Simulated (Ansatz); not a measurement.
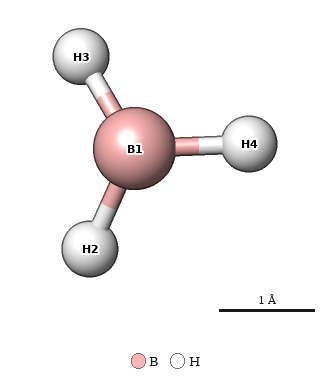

**Figure 1.** The starting structure (ball-and-stick view, seen at a tilt; atoms are numbered from 1 in the order of the input). Bond lengths as drawn: B–H 1.21 to 1.22 Å.

**Run report: BH$_{3}$, geometry relaxation**

The run: geometry relaxation of BH$_{3}$. Method and program: RKS PBE0-D4/def2-TZVP (Ansatz 0.2.0).

Figures and captions count atoms from 1; the log counts them from 0 in places.

## What the program printed
```
Functional definition: PBE0
  name "PBE0"
  cite "Adamo & Barone, J. Chem. Phys. 110, 6158 (1999) doi:10.1063/1.478522"
  cite "Perdew, Burke & Ernzerhof, Phys. Rev. Lett. 77, 3865 (1996) doi:10.1103/PhysRevLett.77.3865"
  parent pbe
  parameter a = 0.25
  parameter kappa = 0.804
  parameter beta = 0.06672455060314922
  exchange = (1 - a)*pbe_x(kappa = kappa, mu = beta*pi^2/3) + a*exact_x
  correlation = pbe_c(beta = beta)
301 factors; their error is unknown
mean field evaluation 1: about -721.6097 eV, gradient 1.4e1 eV
mean field evaluation 2: about -722.1243 eV, gradient 7.9e0 eV
mean field evaluation 4: about -722.3293 eV, gradient 1.7e-1 eV
mean field evaluation 8: about -722.3238 eV, gradient 1.6e-2 eV
mean field -722.32379438 eV, -26.5449098346 hartree, gradient 2.5e-5 eV, S^2 0.000000; 0 other end points of the search recorded, 0 dependent functions left out
the calculation of the forces begins
reference -722.32382001 eV, -26.5449107766 hartree; 4, 4 occupied and 45, 45 virtual orbitals, 301 factors
relax step   1: F+E_penalty+E_count = -722.33739197 eV  Δ(F+E_penalty+E_count) = +0.000e0 eV  max|allowed force component| = 3.442e0 eV/Å  Δτ_max = 0.0000 Å  (20 SCF iters, accepted)
these checks for a lower state are left out or cut short: starts, cluster_reference, orbital_swaps, neighbouring_geometries, increment
301 factors; their error is unknown
mean field evaluation 16: about -722.8496 eV, gradient 1.3e-1 eV
mean field -722.84966871 eV, -26.5642353598 hartree, gradient 7.6e-6 eV, S^2 0.000000; 0 other end points of the search recorded, 0 dependent functions left out
the calculation of the forces begins
reference -722.84969416 eV, -26.5642362951 hartree; 4, 4 occupied and 45, 45 virtual orbitals, 301 factors
relax step   2: F+E_penalty+E_count = -722.86321874 eV  Δ(F+E_penalty+E_count) = -5.258e-1 eV  max|allowed force component| = 6.101e-1 eV/Å  Δτ_max = 0.1975 Å  (22 SCF iters, accepted)
these checks for a lower state are left out or cut short: starts, cluster_reference, orbital_swaps, neighbouring_geometries, increment
301 factors; their error is unknown
mean field -722.88166657 eV, -26.5654112596 hartree, gradient 8.6e-6 eV, S^2 0.000000; 0 other end points of the search recorded, 0 dependent functions left out
the calculation of the forces begins
reference -722.88169196 eV, -26.5654121928 hartree; 4, 4 occupied and 45, 45 virtual orbitals, 301 factors
relax step   3: F+E_penalty+E_count = -722.89520210 eV  Δ(F+E_penalty+E_count) = -3.198e-2 eV  max|allowed force component| = 4.083e-1 eV/Å  Δτ_max = 0.0430 Å  (23 SCF iters, accepted)
these checks for a lower state are left out or cut short: starts, cluster_reference, orbital_swaps, neighbouring_geometries, increment
301 factors; their error is unknown
mean field evaluation 32: about -722.8923 eV, gradient 6.4e-4 eV
mean field -722.89227341 eV, -26.5658010539 hartree, gradient 8.1e-6 eV, S^2 0.000000; 0 other end points of the search recorded, 0 dependent functions left out
the calculation of the forces begins
reference -722.89229871 eV, -26.5658019837 hartree; 4, 4 occupied and 45, 45 virtual orbitals, 301 factors
relax step   4: F+E_penalty+E_count = -722.90579692 eV  Δ(F+E_penalty+E_count) = -1.059e-2 eV  max|allowed force component| = 3.406e-2 eV/Å  Δτ_max = 0.0160 Å  (22 SCF iters, accepted)
these checks for a lower state are left out or cut short: starts, cluster_reference, orbital_swaps, neighbouring_geometries, increment
301 factors; their error is unknown
mean field -722.89234003 eV, -26.5658035020 hartree, gradient 2.2e-5 eV, S^2 0.000000; 0 other end points of the search recorded, 0 dependent functions left out
the calculation of the forces begins
reference -722.89236532 eV, -26.5658044314 hartree; 4, 4 occupied and 45, 45 virtual orbitals, 301 factors
relax step   5: F+E_penalty+E_count = -722.90586246 eV  Δ(F+E_penalty+E_count) = -6.554e-5 eV  max|allowed force component| = 1.003e-2 eV/Å  Δτ_max = 0.0018 Å  (16 SCF iters, accepted)
these checks for a lower state are left out or cut short: starts, cluster_reference, orbital_swaps, neighbouring_geometries, increment
301 factors; their error is unknown
mean field -722.89234617 eV, -26.5658037278 hartree, gradient 3.9e-5 eV, S^2 0.000000; 0 other end points of the search recorded, 0 dependent functions left out
the calculation of the forces begins
reference -722.89237147 eV, -26.5658046574 hartree; 4, 4 occupied and 45, 45 virtual orbitals, 301 factors
relax step   6: F+E_penalty+E_count = -722.90586885 eV  Δ(F+E_penalty+E_count) = -6.387e-6 eV  max|allowed force component| = 1.703e-4 eV/Å  Δτ_max = 0.0004 Å  (14 SCF iters, accepted)
```

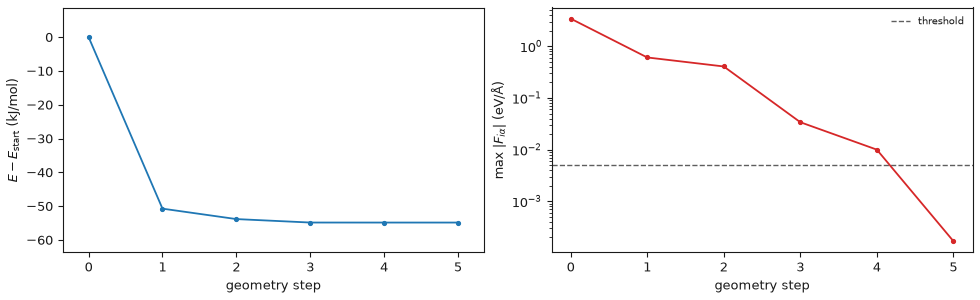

**Figure 2.** Progress of the relaxation, step by step (the first geometry is step 0 here and step 1 in the log).

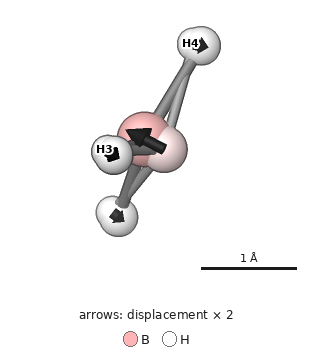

**Figure 3.** Start (faint) and end (solid) with the displacements as black arrows, magnified 2 times (ball-and-stick view, seen at an oblique angle). The two geometries are laid on each other by the best rigid fit. B1 moves most after the best rigid fit: 0.24 Å. Largest moves by element: B 0.24 Å, H 0.08 Å. Among the contacts that change: B1–H2 1.220 → 1.193 Å, B1–H3 1.213 → 1.193 Å. Among the angles that change: H2–B1–H3 113.1° → 120.0°, H2–B1–H4 113.6° → 120.0°. Over 5 geometry steps the energy falls by 54.8 kJ/mol. Largest force component: 3.4 eV/Å at the start, 0.00017 eV/Å at the end. (Atoms are counted from 1 in the order of the input.)

```
301 factors; their error is unknown
mean field -722.89234617 eV, -26.5658037278 hartree, gradient 3.9e-5 eV, S^2 0.000000; 1 other end points of the search recorded, 0 dependent functions left out
the calculation of the forces begins
reference -722.89237147 eV, -26.5658046574 hartree; 4, 4 occupied and 45, 45 virtual orbitals, 301 factors
Total energy: -722.90589414 eV, -26.5663016066 hartree
Atom 0 at    -1.214080    -0.915150    -0.735587 Å, force     0.000042     0.000170    -0.000071 eV/Å
Atom 1 at    -1.393492     0.245362    -0.948686 Å, force    -0.000031    -0.000027     0.000023 eV/Å
Atom 2 at    -0.164130    -1.415604    -1.003046 Å, force    -0.000027    -0.000085     0.000035 eV/Å
Atom 3 at    -2.084610    -1.575176    -0.255044 Å, force     0.000016    -0.000058     0.000013 eV/Å
Dipole moment:    -0.000001    -0.000003     0.000002 e Å
```

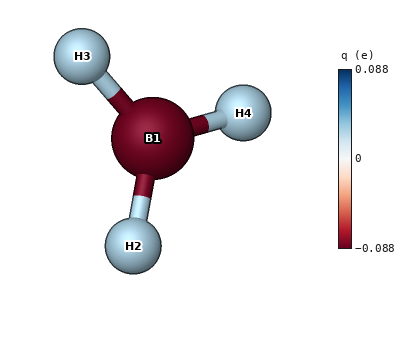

**Figure 4.** Mulliken charges, as the colour of each atom (ball-and-stick view, seen at a tilt; atoms are numbered from 1 in the order of the input). By element: B −0.08 and H +0.03 e.

The run was set up as follows.

## Input file
```yaml
crystal:
  periodic: [false, false, false]
  atoms:
    - {symbol: B, position_ang: [-1.136260, -0.868636, -0.518455]}
    - {symbol: H, position_ang: [-1.415715, 0.208791, -1.017164]}
    - {symbol: H, position_ang: [-0.208965, -1.421618, -1.070728]}
    - {symbol: H, position_ang: [-2.095373, -1.579105, -0.336015]}
basis:
  gaussian: {orbitals: def2-TZVP}
hamiltonian: {xc: pbe0, dispersion: d4}
relax: {f_tol: 0.005, max_steps: 200}
```

## Key numbers

```json
{"quantity": "outcome", "value": "converged"}
{"quantity": "total energy", "value": "−722.9059 eV"}
{"quantity": "mean-field energy", "value": "−722.8924 eV"}
{"quantity": "dispersion energy", "value": "−0.0135 eV"}
{"quantity": "SCF solution under orbital rotations", "value": "stable"}
{"quantity": "largest force (length of the vector) at the end", "value": "under 0.001 eV/Å"}
{"quantity": "dipole moment", "value": "0.00 D"}
{"quantity": "hardware", "value": "2 CPU threads, shared host"}
{"quantity": "wall time", "value": "1.5 s (CPU time 2.4 s)"}
{"quantity": "peak memory", "value": "0.12 GiB"}
```
